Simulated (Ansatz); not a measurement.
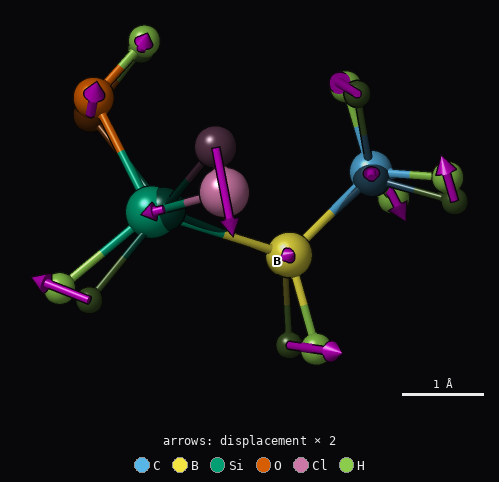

A relaxation of CH₆BClOSi (coarse preliminary run). The starting structure is drawn faded, the final one solid; purple arrows show the displacements, magnified 2 times. The two geometries are superimposed by the best rigid fit.

A ball-and-stick model, seen at a tilt.

The start comes from a force field.

Theory: RKS PBE-D4/def2-SVP in Ansatz.

The input:
```yaml
crystal:
  periodic: [false, false, false]
  atoms:
    - {symbol: C, position_ang: [-1.221200, 0.459900, -0.893500]}
    - {symbol: B, position_ang: [-0.090300, -0.550900, -0.793700]}
    - {symbol: Si, position_ang: [1.186500, -0.426800, 0.627200]}
    - {symbol: O, position_ang: [0.502400, -0.564000, 2.154100]}
    - {symbol: Cl, position_ang: [2.205800, 1.409900, 0.517100]}
    - {symbol: H, position_ang: [-1.201200, 1.046800, -1.880800]}
    - {symbol: H, position_ang: [-2.214500, -0.024600, -0.838500]}
    - {symbol: H, position_ang: [-1.167500, 1.265400, -0.090500]}
    - {symbol: H, position_ang: [0.009300, -1.396300, -1.549400]}
    - {symbol: H, position_ang: [2.202000, -1.512900, 0.519100]}
    - {symbol: H, position_ang: [-0.146000, 0.236400, 2.249400]}
basis:
  gaussian: {orbitals: def2-SVP}
hamiltonian: {xc: pbe, dispersion: d4}
relax: {f_tol: 0.03, max_steps: 200}
```

Launched with:
```bash
ansatz run in.yaml --threads 4 --pin off --events-out ev --progress --plain --max-ram 10444MiB
```

**What did the optimiser do to the structure, and how much energy did it gain?**

Cl5 moves most after the best rigid fit: 0.58 Å. By element the largest moves are Cl 0.58 Å, H 0.57 Å, O 0.30 Å, Si 0.16 Å, C 0.13 Å, B 0.11 Å. Among the contacts that change: B2–Si3 1.914 → 2.004 Å, B2–H9 1.138 → 1.221 Å, O4–H11 1.034 → 0.974 Å, C1–B2 1.520 → 1.564 Å. Among the angles between lasting bonds that change: B2–Si3–Cl5 109.9° → 93.5°, B2–Si3–H10 110.7° → 122.1°, Si3–O4–H11 106.0° → 114.2°. Groups turn about B2–Si3 by about 30°. The energy falls by 10.5 kcal/mol in 15 accepted moves (16 points after the start). Largest force component: 2.2 eV/Å at the start, 0.027 eV/Å at the end. The line search rejected the trial step at point 10 of the run. Cost: 26 s on 4 threads of Arm Neoverse V1, on a shared host.
